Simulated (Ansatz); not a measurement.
Consider SrNbO3 (cubic perovskite) (Pm-3m).

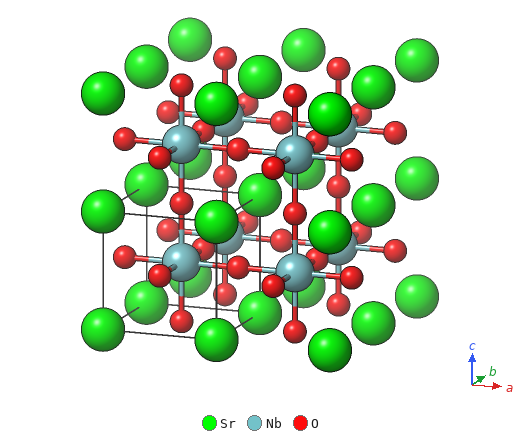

The structure (strontium green, niobium teal, oxygen red). 2×2×2 cells are drawn. Some periodic images of atoms are drawn too.

```xyz
5
Lattice="0.0000 -3.9852 0.0000 0.0000 0.0000 3.9852 -3.9852 0.0000 0.0000" Properties=species:S:1:pos:R:3 pbc="T T T"
Sr    0.0000    0.0000    0.0000
Nb   -1.9926   -1.9926    1.9926
O     0.0000   -1.9926    1.9926
O    -1.9926   -1.9926    0.0000
O    -1.9926    0.0000    1.9926
```

The structure was relaxed with LDA. The structure type comes from a generator and need not be one that this composition takes. The structure was generated from a model, not taken from a measurement. The runs that relaxed it are not among those shown. The program's search for lower electronic states was switched off, so nothing shows that the state found is the lowest. PAW set soft_2, made with PBE.

A constrained-RPA run (Ansatz 0.2.0; non-magnetic LDA; Nb t2g, bands v1 to c2, 6×6×6 mesh, medium accuracy) builds 3 functions on bands 4.2 eV wide, with 1.0 electrons in the window. The bare on-site interaction is 10.6 eV and the bare J 0.37 eV.

Q: Estimate U, U′ and J.

On the Nb t2g shell, U = 2.92 eV (28 % of the bare value), U′ = 2.39 eV, J = 0.27 eV.

The parent state is non-magnetic and the interaction static (zero frequency); U depends on the window and the orbitals, so it belongs to this model alone.

[Paths, hosts, dates, memory and timing lines, banners, echoed tables and standing remarks are left out of the program output.]

[Logs are printed without paths, hosts, clocks, repeated set-up lines and the standing remarks that a program may print on its own settings, such as how far it seeks lower states.]

[Runs of the session that timed out or met a known fault of the program may be left out.]

[Hosts, paths, dates, database ids (printed as entryN), source tags and the programs' standing remarks are cut or masked in the printed files.]
